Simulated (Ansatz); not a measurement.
# doublet InCl2F+: levels of theory compared

We compute a comparison of 6 runs (UHF/def2-SVP, UBLYP/def2-SVP, UCAM-B3LYP/def2-SVP, RPA@PBE0/def2-SVP, UCCSD/def2-SVP, UCCSD(T)/def2-SVP) of doublet InCl2F+. 

The calculation is run with Ansatz 0.2.0.

38 further runs of the same task are left out: 7 that didn't finish, 31 set aside as unsound or not needed. Runs told in other sessions of the task aren't counted.

## Step 1: The system as given

InCl2F+: 4 atoms, total charge +1, spin state doublet. SMILES of the parent species: `[F][In]([Cl])[Cl]`. The shape is that of a PBE0-D4/def2-TZVP optimisation. That shape belongs to the parent species and isn't relaxed for this state.

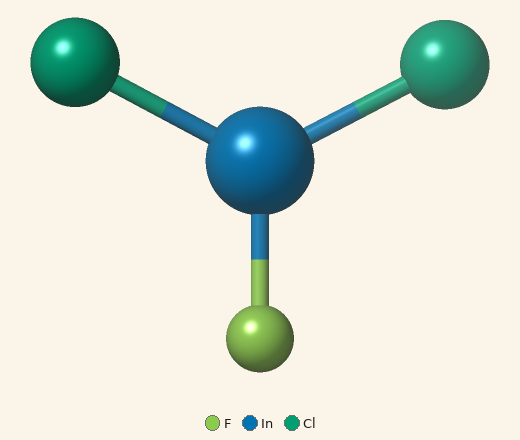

The structure, seen from a chosen angle (fluorine green, indium blue, chlorine teal).

## Step 2: The energy at UHF/def2-SVP (core potential) (run 1)

Contents of input.yaml:

```yaml
crystal:
  periodic: [false, false, false]
  atoms:
    - {symbol: F, position_ang: [0.230900, 0.992100, 1.678900]}
    - {symbol: In, position_ang: [0.019100, 0.009200, 0.035600]}
    - {symbol: Cl, position_ang: [1.200200, -1.933300, -0.195800]}
    - {symbol: Cl, position_ang: [-1.394700, 0.871700, -1.539000]}
basis:
  gaussian:
    orbitals: def2-SVP
total_charge: 1
magnetization:
  spin_polarized: true
  initial_magnetization: 1
hamiltonian:
  xc: hf
accuracy: high
output:
  orbitals: {seedname: orbitals}
```

Started as:

```bash
ansatz run input.yaml --threads 1 --pin off --max-ram 3480MiB --events-out events.jsonl --progress --plain --runs-dir runs
```

Output:

```text
Warning: RAYON_NUM_THREADS=1 ignored (pool sized by the plan → 1); use --threads N
Functional definition: HF
  name "HF"
  exchange = exact_x
  correlation = 0
1561 factors; integrals over basis functions are off by at most 3.4e-9 eV
mean field evaluation 1: about -32838.1669 eV, gradient 3.6e1 eV
mean field evaluation 2: about -32838.1910 eV, gradient 3.6e1 eV
mean field evaluation 4: about -32843.1648 eV, gradient 2.1e0 eV
mean field evaluation 8: about -32843.3068 eV, gradient 4.8e-1 eV
mean field evaluation 16: about -32843.8114 eV, gradient 8.4e-2 eV
mean field evaluation 32: about -32843.7543 eV, gradient 1.4e-1 eV
mean field evaluation 64: about -32843.8082 eV, gradient 2.2e-1 eV
mean field evaluation 96: about -32842.8769 eV, gradient 5.8e-1 eV
mean field evaluation 128: about -32843.8112 eV, gradient 1.0e-2 eV
mean field evaluation 160: about -32835.1725 eV, gradient 2.8e1 eV
mean field evaluation 192: about -32836.5871 eV, gradient 2.1e1 eV
mean field evaluation 224: about -32843.8112 eV, gradient 1.2e-8 eV
mean field evaluation 256: about -32838.1769 eV, gradient 3.5e1 eV
mean field evaluation 288: about -32843.3140 eV, gradient 4.7e-2 eV
mean field -32843.81150240 eV, -1206.9878103781 hartree, gradient 5.5e-8 eV, S^2 0.756881; 4 other end points of the search recorded, 0 dependent functions left out
reference -32843.81150240 eV, -1206.9878103781 hartree; 32, 31 occupied and 44, 45 virtual orbitals, 1561 factors
Total energy: -32843.81150240 eV, -1206.9878103781 hartree
```

Wall time 15 s (1 thread of Arm Neoverse V2, shared host); peak memory 0.31 GiB.

## Step 3: The energy at UBLYP/def2-SVP (core potential) (run 2)

Contents of in.yaml:

```yaml
crystal:
  periodic: [false, false, false]
  atoms:
    - {symbol: F, position_ang: [0.230900, 0.992100, 1.678900]}
    - {symbol: In, position_ang: [0.019100, 0.009200, 0.035600]}
    - {symbol: Cl, position_ang: [1.200200, -1.933300, -0.195800]}
    - {symbol: Cl, position_ang: [-1.394700, 0.871700, -1.539000]}
basis:
  gaussian: {orbitals: def2-SVP}
total_charge: 1
magnetization: {spin_polarized: true, initial_magnetization: 1}
hamiltonian: {xc: {name: BLYP}}
accuracy: high
output: {orbitals: {seedname: orbitals}}
```

Started as:

```bash
ansatz run in.yaml --threads 1 --pin off --max-ram 3480MiB --events-out events.jsonl --progress --plain --runs-dir runs
```

Output:

```text
Warning: RAYON_NUM_THREADS=1 ignored (pool sized by the plan → 1); use --threads N
Functional definition: BLYP
  name "BLYP"
  parameter beta = 0.0042
  parameter a = 0.04918
  parameter b = 0.132
  parameter c = 0.2533
  parameter d = 0.349
  exchange = b88_x(beta = beta)
  correlation = lyp_c(a = a, b = b, c = c, d = d)
1561 factors; integrals over basis functions are off by at most 3.4e-9 eV
mean field evaluation 1: about -32906.0699 eV, gradient 5.4e1 eV
mean field evaluation 2: about -32637.8840 eV, gradient 1.6e2 eV
mean field evaluation 4: about -32905.7458 eV, gradient 3.9e1 eV
mean field evaluation 8: about -32914.5104 eV, gradient 1.4e1 eV
mean field evaluation 16: about -32916.4721 eV, gradient 3.5e-3 eV
mean field evaluation 32: about -32916.4508 eV, gradient 3.6e-1 eV
mean field evaluation 64: about -32916.4034 eV, gradient 1.3e-2 eV
mean field evaluation 96: about -32916.4047 eV, gradient 1.4e-3 eV
mean field -32916.47210100 eV, -1209.6580381255 hartree, gradient 8.5e-8 eV, S^2 0.751547; 11 other end points of the search recorded, 0 dependent functions left out
reference -32916.47215337 eV, -1209.6580400503 hartree; 32, 31 occupied and 44, 45 virtual orbitals, 1561 factors
Total energy: -32916.47215337 eV, -1209.6580400503 hartree
```

Run time: 39 s. Hardware: 1 thread of Arm Neoverse V2, shared host; peak memory 0.26 GiB.

Runs 3 to 5 aren't shown in full; the table further down has their settings and results.

## Step 4: The energy at UCCSD(T)/def2-SVP (core potential) (run 6)

Contents of input.yaml:

```yaml
basis:
  gaussian: {orbitals: def2-SVP}
crystal:
  periodic: [false, false, false]
  atoms:
    - {symbol: F, position_ang: [0.230900, 0.992100, 1.678900]}
    - {symbol: In, position_ang: [0.019100, 0.009200, 0.035600]}
    - {symbol: Cl, position_ang: [1.200200, -1.933300, -0.195800]}
    - {symbol: Cl, position_ang: [-1.394700, 0.871700, -1.539000]}
total_charge: 1
magnetization: {spin_polarized: true, initial_magnetization: 1}
correlation: {method: ccsd_t, frozen_orbitals: {Cl: 5, F: 1, In: 4}}
accuracy: high
scf: {omitted_lower_state_checks: [cluster_reference, increment]}
```

Started as:

```bash
ansatz run input.yaml --threads 1 --pin off --max-ram 3480MiB --events-out events.jsonl --progress --plain --runs-dir runs
```

Output:

```text
Warning: RAYON_NUM_THREADS=1 ignored (pool sized by the plan → 1); use --threads N
[... 17 lines left out ...]
15 core orbitals not correlated: weight in the atoms' cores, before any rotation towards them, 1.000 or more for the frozen orbitals, at most 0.000 for the correlated occupied ones
[... 56 lines left out ...]
Total energy: -32858.77265893 eV, -1207.5376227395 hartree
Checks for a lower state left out: cluster_reference, increment
```

Run time: 83 s. Hardware: 1 thread of Arm Neoverse V2, shared host; peak memory 0.57 GiB.

## Step 5: All runs side by side

```tsv
run	level	frozen core orbitals	energy (Eh)	⟨S²⟩	wall time
1	UHF/def2-SVP (core potential)	–	-1206.987810	0.757	15 s
2	UBLYP/def2-SVP (core potential)	–	-1209.658040	0.752	39 s
3	UCAM-B3LYP/def2-SVP (core potential)	–	-1209.661315	0.766	30 s
4	RPA@PBE0/def2-SVP (core potential)	15	-1207.709532	0.758	64 s
5	UCCSD/def2-SVP (core potential)	15	-1207.525095	0.757	74 s
6	UCCSD(T)/def2-SVP (core potential)	15	-1207.537623	0.757	83 s
```

## Step 6: Summary of results

| quantity | value |
| --- | --- |
| run 6: total energy | -1207.53762 Eh |
| run 6: correlation energy (15 core orbitals frozen) | -549.8 mEh |
| run 6: (T) correction | -12.53 mEh |
| run 6: ⟨S²⟩ of the reference determinant | 0.757 |
| run 6: T1 diagnostic | 0.026 |

Below the UHF energy at the same shape and in the same basis (def2-SVP): UCCSD -537.3 mEh; UCCSD(T) -549.8 mEh. Totals of different functionals can't be ranked against each other. All runs together took 5.1 min, the longest 83 s.
